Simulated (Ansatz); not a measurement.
Consider BrHOZn···HF.

```
atom    x (Å)    y (Å)    z (Å)
  Zn  -0.1797   0.0996   0.7834
   F   0.6835  -0.0897  -2.1673
   O  -0.8241  -1.4926   1.1783
   H   1.0012   0.7591  -2.0443
  Br   0.7576   2.2359   0.3289
   H  -1.4383  -1.5123   1.9210
```

Not at a stationary point (largest force 1.4 eV/Å).

Level of theory: Ansatz, RKS r2SCAN-D4/def2-SVP.

Predict the electron density and electron localisation function between the atoms.

Answer. Zn–O (1.76 Å): the density is about 0.87 e/Å³ at the midpoint; the ELF peaks at about 0.85 in the valence shell of O, 0.6 Å from its nucleus, and is about 0.15 at the midpoint.
Zn–Br (2.38 Å): the density is about 0.5 e/Å³ at the midpoint, with its minimum of 0.43 e/Å³ about 1.0 Å from Zn; the ELF peaks at about 0.75 in the valence shell of Br, 1.0 Å from its nucleus, and is about 0.60 at the midpoint.
O–H (0.96 Å): the density is about 3.6 e/Å³ at the midpoint; the ELF climbs to about 1 towards the hydrogen, as it does in any bond to H: a covalent bond by its length.

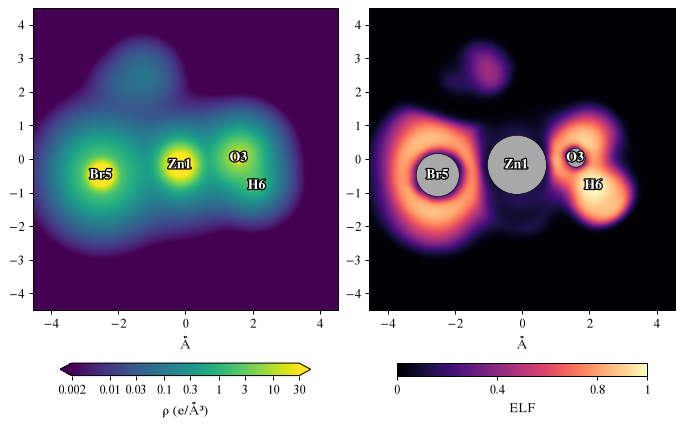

Computed electron density and electron localisation function on the plane of atoms Zn1, O3 and H6, in this order. Grey discs cover the atomic cores in the ELF map. 
